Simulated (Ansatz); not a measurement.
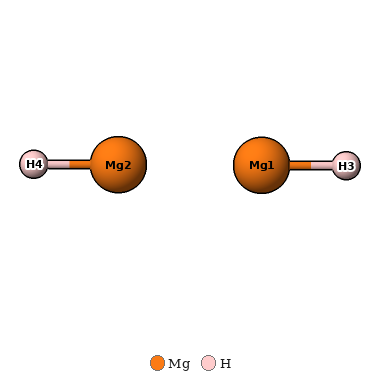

The system is H₂Mg₂ (SMILES [MgH][MgH]) with the probe F-; the picture shows it without the atoms that are moved over the map. The probe is moved over the molecule's main plane. The first coordinate is: x of the probe's F atom; the second: y of the probe's F atom. Nothing is relaxed (molecule and probe rigid). Grid: 27 × 13 points; 73 points were computed and 199 follow by symmetry. At 79 points there is no value (left out of the scan, as a rule where atoms come close). Points are written as (first, second). Energies: kcal/mol, counted from molecule and probe far apart, each relaxed in its own basis (no counterpoise correction). Computed with RHF/def2-TZVPD in Ansatz 0.2.0.

Range: x of the probe's F atom from −6.24 to 6.24 Å; y of the probe's F atom from −2.88 to 2.88 Å.

Q: What will the energy surface look like?

A: The lowest grid point is at (0.00 Å, −1.44 Å) [nearest 2 Mg at 2.05 Å], −76 kcal/mol from molecule and probe far apart, each relaxed in its own basis (no counterpoise correction). The highest grid point, (−3.84 Å, −0.48 Å) [nearest 1 H at 0.81 Å], lies 106 kcal/mol above the lowest.

| y of the probe's F atom ↓, x of the probe's F atom → | −5.76 | −4.80 | −3.84 | −2.88 | −1.92 | −0.96 | 0.00 | 0.96 | 1.92 | 2.88 | 3.84 | 4.80 | 5.76 |
| --- | --- | --- | --- | --- | --- | --- | --- | --- | --- | --- | --- | --- | --- |
| 2.88 | 3 | 2 | −2 | −13 | −26 | −32 | −32 | −32 | −26 | −13 | −2 | 2 | 3 |
| 2.40 | 4 | 4 | −1 | −16 | −39 | −48 | −45 | −48 | −39 | −16 | −1 | 4 | 4 |
| 1.92 | 5 | 6 | 4 | −16 | −52 | −66 | −62 | −66 | −52 | −16 | 4 | 6 | 5 |
| 1.44 | 7 | 10 | 13 | −4 | – | – | −76 | – | – | −4 | 13 | 10 | 7 |
| 0.96 | 8 | 13 | 16 | 18 | – | – | −64 | – | – | 18 | 16 | 13 | 8 |
| 0.48 | 9 | 15 | 30 | – | – | – | – | – | – | – | 30 | 15 | 9 |
| 0.00 | 9 | 16 | – | – | – | – | – | – | – | – | – | 16 | 9 |
| −0.48 | 9 | 15 | 30 | – | – | – | – | – | – | – | 30 | 15 | 9 |
| −0.96 | 8 | 13 | 16 | 18 | – | – | −64 | – | – | 18 | 16 | 13 | 8 |
| −1.44 | 7 | 10 | 13 | −4 | – | – | −76 | – | – | −4 | 13 | 10 | 7 |
| −1.92 | 5 | 6 | 4 | −16 | −52 | −66 | −62 | −66 | −52 | −16 | 4 | 6 | 5 |
| −2.40 | 4 | 4 | −1 | −16 | −39 | −48 | −45 | −48 | −39 | −16 | −1 | 4 | 4 |
| −2.88 | 3 | 2 | −2 | −13 | −26 | −32 | −32 | −32 | −26 | −13 | −2 | 2 | 3 |

The table holds every second grid line.

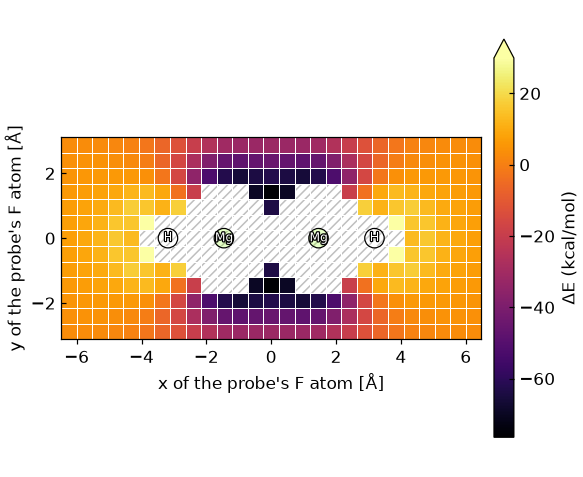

In the figure: one coloured cell a grid point, labelled circles for the molecule's atoms, projected on the plane, one colour for all values above the top of the scale, hatched blanks where no value was computed.

The whole map (73 points run) took 2.4 min on 1 thread of Arm Neoverse V1 (shared host).
